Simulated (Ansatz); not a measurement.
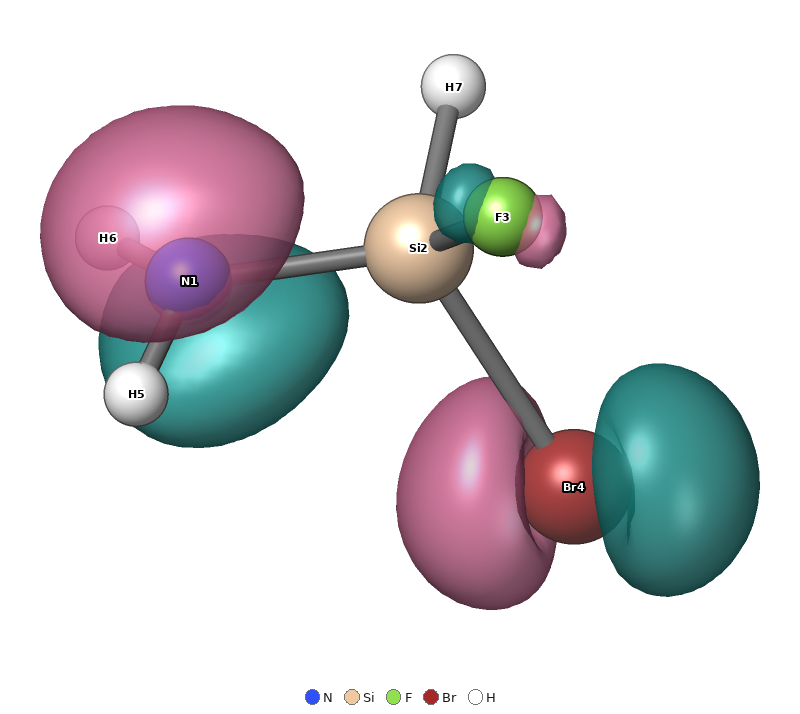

*BrFH$_{3}$NSi. The HOMO at ±0.15 Å⁻³ᐟ² (teal and pink are the two phases), seen at a tilt.*

Method: UKS PBE-D4/def2-SVP in Ansatz.

```yaml
atoms:
  - { symbol: N, position_ang: [-0.2682, 1.0790, -0.0087] }
  - { symbol: Si, position_ang: [0.3267, -0.5218, 0.1392] }
  - { symbol: F, position_ang: [0.2289, -0.9905, 1.6994] }
  - { symbol: Br, position_ang: [-0.8529, -2.0670, -0.9810] }
  - { symbol: H, position_ang: [-1.2544, 1.2966, 0.1527] }
  - { symbol: H, position_ang: [0.1377, 1.6893, -0.7213] }
  - { symbol: H, position_ang: [1.7435, -0.5535, -0.3258] }
```

Describe this orbital and give its energy.

By Hirshfeld shares it lies mainly on N1 (about 55 %) and Br4 (about 30 %); largely a combination of lone pairs on N1 and Br4. Its energy is −6.45 eV.
